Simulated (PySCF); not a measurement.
## A study: B$_{2}$ClFH$_{2}$O, SMILES `FBOBCl`

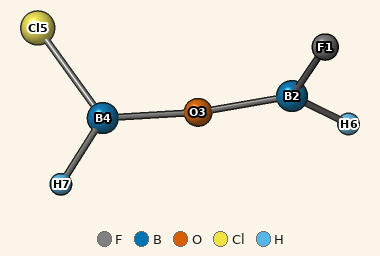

The molecule, with its atoms numbered as below. No frequency check shows the geometry to be a minimum.

Geometry (Å), atoms numbered from 1:

```
F1       2.4572    0.5611    0.3516
B2       1.7273   -0.1730   -0.4816
O3       0.5321   -0.5367   -0.0962
B4      -0.6822   -0.7573    0.3362
Cl5     -1.9325    0.3583   -0.0661
H6       2.1969   -0.4820   -1.5108
H7      -0.9425   -1.7135    0.9675
```

## 1. Excited states

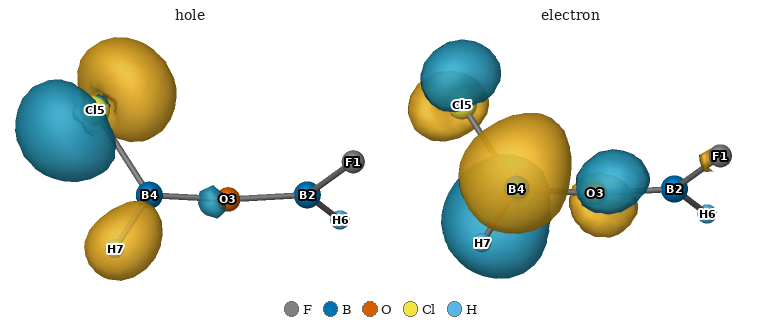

Leading natural transition orbital pair of S₁ (full linear response singlet states); the surfaces enclose about 70 % of each orbital's density.

PySCF calculation, PBE0/def2-SVP, gas phase; geometry: GFN2-xTB. Without diffuse functions Rydberg states are missing, so the states' numbers hold for this basis only.

Q: Give its energy and the atoms that hole and electron lie on.

A: 6.83 eV (182 nm), f = 0.004; the leading pair carries 100 %; hole on Cl5 (76 %), B4 (11 %) and H7 (10 %), electron on B4 (55 %), Cl5 (19 %) and O3 (13 %); their centroids lie 1.2 Å apart. In canonical orbitals it is mainly HOMO → LUMO (100 %). The HOMO–LUMO gap is 8.58 eV.

## 2. Removing or adding an electron

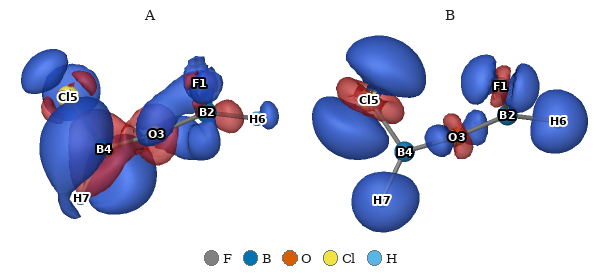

The two Fukui functions at ±0.03 e/Å³ (blue positive, red negative).

Level of theory: TPSS/6-31G* (PySCF), at a geometry from GFN2-xTB.

Q: Which panel is f⁻ (electron removed) and which f⁺ (electron added)?

A: A is f⁺, B is f⁻. f⁻ (Hirshfeld-condensed) is largest on Cl5 (0.42); the vertical ionisation energy is 11.18 eV. f⁺ (Hirshfeld-condensed) is largest on B4 (0.35) and Cl5 (0.24); the vertical electron affinity is −1.71 eV (the stability of the anion's solution wasn't checked; negative, but this basis has no diffuse functions, so it doesn't show that the anion is unbound).

Q: What chemical potential and hardness follow from the two energies?

A: μ = −(I + A)/2 = −4.73 eV and η = I − A = 12.89 eV.

## 3. Stretching a bond

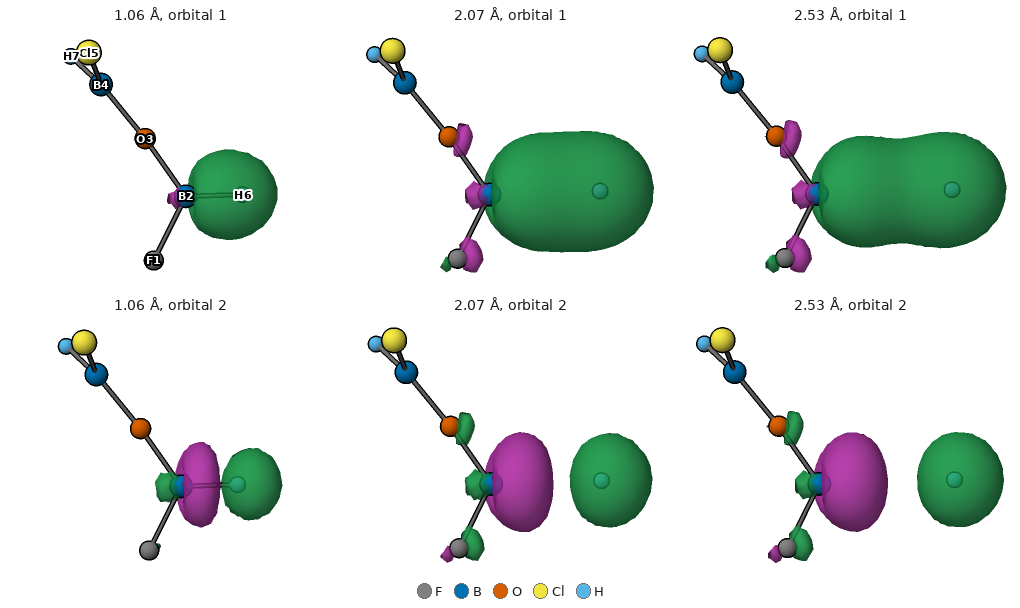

Rigid stretch of the B2–H6 bond. The two CASSCF(2,2) natural orbitals nearest half filling (orbital 1 the more occupied).

Computed with PySCF, 6-31+G* basis, geometry: GFN2-xTB.

Q: How do the occupations change along the stretch?

A: 1.06 Å: 1.99 and 0.01; 2.07 Å: 1.85 and 0.15; 2.53 Å: 1.66 and 0.34. At the longest distance computed (3.22 Å) they are 1.32 and 0.68, and the effective number of unpaired electrons is 1.6.

Q: Where does the UHF solution part from RHF?

A: Between 1.78 Å (⟨S²⟩ = 0, the two coincide) and 2.07 Å (⟨S²⟩ = 0.44); at 3.22 Å ⟨S²⟩ is 0.98 and UHF lies 3.0 eV below RHF.

Q: How much energy does the stretch cost?

A: By CASSCF, 4.2 eV from the lowest point of the scan (1.26 Å) to 3.22 Å; RHF gives 6.9 eV from its own lowest point. The fragments aren't relaxed and dynamic correlation is missing, so this isn't a bond dissociation energy.
